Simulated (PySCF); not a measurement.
# C2Si: B2PLYP/STO-3G

Aim: the vertical singlet–triplet gap of C2Si at B2PLYP/STO-3G, from 2 runs. Input form: a Python script.

Program for the calculation: PySCF 2.14.0.

5 further runs of the same task are left out: 5 set aside as unsound or not needed.

## (1) The structure to begin with

C2Si has 3 atoms, charge 0, and is taken as a singlet. Geometry: relaxed at GFN2-xTB.

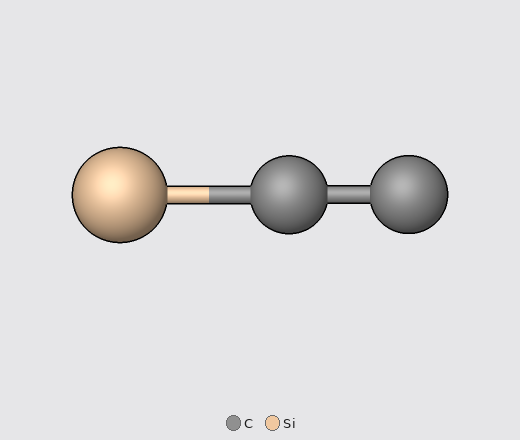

Viewed from a chosen angle; carbon grey, silicon light orange.

## (2) A single-point energy at B2PLYP/STO-3G

job.py

```python
# Silicon dicarbide
from pyscf import gto, dft, mp

system = gto.M(
    atom='''
C     -2.101054     1.393692    -0.987892
C     -0.255434     0.168601    -0.120187
Si     2.356488    -1.562312     1.108079
''',
    spin=0,
    unit='bohr',
    max_memory=1860,
    charge=0,
    basis='sto-3g',
    verbose=3,
)

myscf = dft.RKS(system, xc='0.53*HF + 0.47*B88, 0.73*LYP')
myscf.grids.level = 5
myscf.conv_tol = 1e-10
myscf.kernel()
if not myscf.converged:
    myscf = myscf.newton().run(myscf.mo_coeff, myscf.mo_occ)

pt = mp.MP2(myscf, frozen=7).run()
e_tot = myscf.e_tot + 0.27 * pt.e_corr
print('PT2 part  %.8f' % (0.27 * pt.e_corr))
print('E(%s) = %.9f' % ('B2PLYP', e_tot))
```

Run with:

```bash
$ OMP_NUM_THREADS=1 python job.py
```

What it wrote:

```text
converged SCF energy = -360.864277518945
E(RMP2) = -361.115138178928  E_corr = -0.250860659983054
E(SCS-RMP2) = -361.111317628317  E_corr = -0.247040109371442
PT2 part  -0.06773238
E(B2PLYP) = -360.932009897
```

Run time: 2.4 s. Hardware: 1 thread of Arm Neoverse V1, shared host; peak memory 0.19 GiB.

## (3) The triplet, same level

job.py

```python
from pyscf import gto, dft, mp

system = gto.M(
    atom='''
C   -1.111830   0.737510  -0.522770
C   -0.135170   0.089220  -0.063600
Si   1.247000  -0.826740   0.586370
''',
    spin=2,
    max_memory=1860,
    basis='sto-3g',
    verbose=3,
)

calc0 = dft.UKS(system, xc='0.53*HF + 0.47*B88, 0.73*LYP')
calc0.conv_tol = 1e-10
calc0.grids.level = 5
calc0.kernel()
if not calc0.converged:
    calc0 = calc0.newton().run(calc0.mo_coeff, calc0.mo_occ)

pt = mp.MP2(calc0, frozen=7).run()
e_final = calc0.e_tot + 0.27 * pt.e_corr
print('PT2 part  %.8f' % (0.27 * pt.e_corr))
print('Final energy', e_final)
```

Run with:

```bash
$ OMP_NUM_THREADS=1 python job.py
```

What it wrote:

```text
WARN: HOMO -0.0116864979108497 >= LUMO -0.210137913605688

converged SCF energy = -360.820716801493  <S^2> = 2.1860794  2S+1 = 3.121589
E(UMP2) = -361.012067641098  E_corr = -0.191350839605016
E(SCS-UMP2) = -361.00936694633  E_corr = -0.188650144836862
PT2 part  -0.05166473
Final energy -360.87238152818674
```

It took 4.8 s on 1 thread of Arm Neoverse V1, shared host; peak memory 0.2 GiB.

## (4) What came out

At B2PLYP/STO-3G, 7 core orbitals frozen:

```
                                                         quantity          value
                                            singlet: total energy  -360.93201 Eh
                                singlet: dipole moment (SCF part)         5.11 D
                       singlet: HOMO energy (SCF part's orbitals)       -4.87 eV
                       singlet: LUMO energy (SCF part's orbitals)        1.81 eV
                     singlet: HOMO–LUMO gap (SCF part's orbitals)        6.68 eV
                                            triplet: total energy  -360.87238 Eh
                                triplet: dipole moment (SCF part)         0.88 D
triplet: HOMO energy (SCF part's orbitals) (highest over α and β)       -2.69 eV
 triplet: LUMO energy (SCF part's orbitals) (lowest over α and β)        1.35 eV
                                                    triplet: ⟨S²⟩          2.186
                 vertical energy of the triplet above the singlet       1.623 eV
```

In words: At this shape the triplet lies 1.62 eV (157 kJ/mol) above the singlet. In a minimal basis such a difference can be off by several eV, whatever the method. Mulliken charges (singlet) run from -0.48 on C2 to +0.58 on Si3. ⟨S²⟩ (triplet) is 2.19 where a pure triplet has 2.00: the reference is spin-contaminated. Mulliken charges (triplet) run from -0.33 on C2 to +0.37 on Si3.
